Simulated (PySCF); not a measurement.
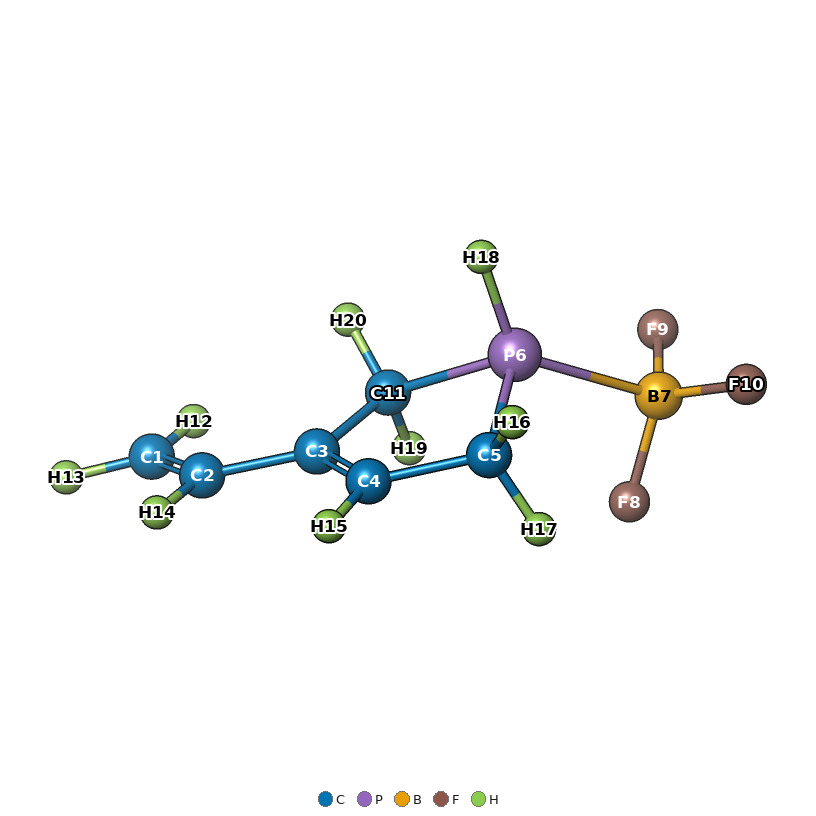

The geometry was computed by an optimisation with GFN2-xTB. No frequency run is at hand to confirm it as a minimum. Electric field gradients from the ground-state density, PBE0/pcSseg-1 (PySCF 2.14.0), non-relativistic apart from any core potentials.

Give the largest field-gradient component, the quadrupole coupling constant and the asymmetry for 11B at B7 (Q = 40.59 mb), 2H at H12 (Q = 2.86 mb), 2H at H13 (Q = 2.86 mb), 2H at H14 (Q = 2.86 mb), 2H at H15 (Q = 2.86 mb).

| atom | V_zz (a.u.) | e²qQ/h (MHz) | η |
| --- | --- | --- | --- |
| B7 | 0.150 | 1.43 | 0.14 |
| H12 | 0.337 | 0.226 | 0.05 |
| H13 | 0.338 | 0.227 | 0.05 |
| H14 | 0.322 | 0.216 | 0.07 |
| H15 | 0.332 | 0.223 | 0.06 |

The geometry is semi-empirical. Around B, P such bond lengths and angles can be off by a tenth of an ångström or more and by several degrees, and values that hang on the shape move with them.
